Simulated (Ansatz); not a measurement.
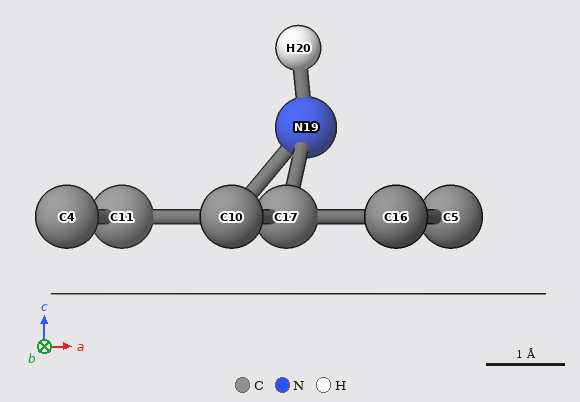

A slab of composition HC18N, before the relaxation. A ball-and-stick model of the cell of the calculation, outlined in the plane, without the vacuum (origin shifted), seen along the b axis.

It is NH on graphene monolayer, set down by a guess. The run prepares an end point of a later path (molecule hop) calculation, from a guessed geometry.

Level of theory: Ansatz 0.2.0, DFT PBE, scalar-relativistic, plane waves, PAW.

Input
```yaml
crystal:
  lattice:
    - [7.398, 0.0, 0.0]
    - [-3.699, 6.406856, 0.0]
    - [0.0, 0.0, 12.0]
  atoms:
    - { symbol: C, position: [0.0, 0.0, 0.0833333] }
    - { symbol: C, position: [0.2222222, 0.1111111, 0.0833333] }
    - { symbol: C, position: [0.0, 0.3333333, 0.0833333] }
    - { symbol: C, position: [0.2222222, 0.4444444, 0.0833333] }
    - { symbol: C, position: [0.0, 0.6666667, 0.0833333] }
    - { symbol: C, position: [0.2222222, 0.7777778, 0.0833333] }
    - { symbol: C, position: [0.3333333, 0.0, 0.0833333] }
    - { symbol: C, position: [0.5555556, 0.1111111, 0.0833333] }
    - { symbol: C, position: [0.3333333, 0.3333333, 0.0833333] }
    - { symbol: C, position: [0.5555556, 0.4444444, 0.0833333] }
    - { symbol: C, position: [0.3333333, 0.6666667, 0.0833333] }
    - { symbol: C, position: [0.5555556, 0.7777778, 0.0833333] }
    - { symbol: C, position: [0.6666667, 0.0, 0.0833333] }
    - { symbol: C, position: [0.8888889, 0.1111111, 0.0833333] }
    - { symbol: C, position: [0.6666667, 0.3333333, 0.0833333] }
    - { symbol: C, position: [0.8888889, 0.4444444, 0.0833333] }
    - { symbol: C, position: [0.6666667, 0.6666667, 0.0833333] }
    - { symbol: C, position: [0.8888889, 0.7777778, 0.0833333] }
    - { symbol: "N", position: [0.7065344, 0.8546731, 0.18] }
    - { symbol: H, position: [0.6909292, 0.8466034, 0.2658333] }
basis:
  ecutwfc: 420.0
kpoints:
  mp_grid: { grid: [2, 2, 1] }
hamiltonian:
  xc: pbe
scf:
  occupations: { method: fermi_dirac, width: 0.05 }
  lower_state_search: "off"
relax:
  f_tol: 0.03
  max_steps: 60
  adjacent_minimum: "off"
```

Launched with:
```bash
ansatz run input.yaml --threads 1 --pin off --max-ram 3072MiB --backend cpu --events-out ev --progress --plain --runs-dir out
```

Q: Predict the outcome.

A: The energy falls by 5.252 eV per cell of the calculation in 13 geometry steps. The largest force component goes from 6.6 to 0.01 eV/Å. The largest move relative to the layer's centre is that of H20, 1.55 Å at 83° to the normal (−c side). By element the largest moves are H 1.55 Å, N 0.81 Å, C 0.34 Å. The lattice vectors keep their values. Some distances before and after: C17–N19 1.720 → 2.465 Å, C14–N19 2.051 → 2.465 Å, C13–N19 1.705 → 1.493 Å, C12–C13 1.424 → 1.519 Å. Among the angles between lasting bonds that change: C17–C12–N19 71.7° → 112.7°, C14–C13–N19 81.4° → 112.7°, C12–N19–H20 134.6° → 107.6°. Cost: 39 s on 1 thread of AMD EPYC 9R45 96-Core Processor (Zen 5), on a shared host, peak memory 0.71 GiB.

Final geometry:

```
C N H
1.0
     7.39800    0.00000    0.00000
    -3.69900    6.40686    0.00000
     0.00000    0.00000   12.00000
C N H
18 1 1
Cartesian
  -3.5863 6.3960 0.9701
  1.3526 0.6987 0.9144
  -1.1049 2.1136 0.9022
  0.1157 2.8212 0.9024
  -2.3464 4.2356 0.9142
  -1.1062 4.9462 0.9653
  -1.1062 6.3949 0.9653
  3.7922 0.7014 1.0040
  1.3534 2.1074 0.9082
  2.5941 2.8205 0.9017
  0.0931 4.2328 1.0035
  1.3550 4.9112 1.3101
  5.0539 0.0230 1.3105
  6.3167 0.7057 1.0049
  3.8147 2.1131 0.9026
  5.0525 2.8269 0.9083
  2.6177 4.2285 1.0041
  3.8117 4.9452 0.9698
  1.4062 5.6700 2.5943
  0.4589 5.6697 2.9940
```

The end point in the same view:

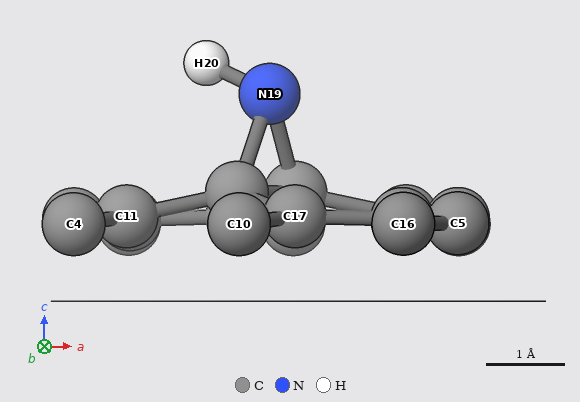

Limits of the set-up: the periodic images lie only 7.4 Å apart, so the values are limited by the cell's size.
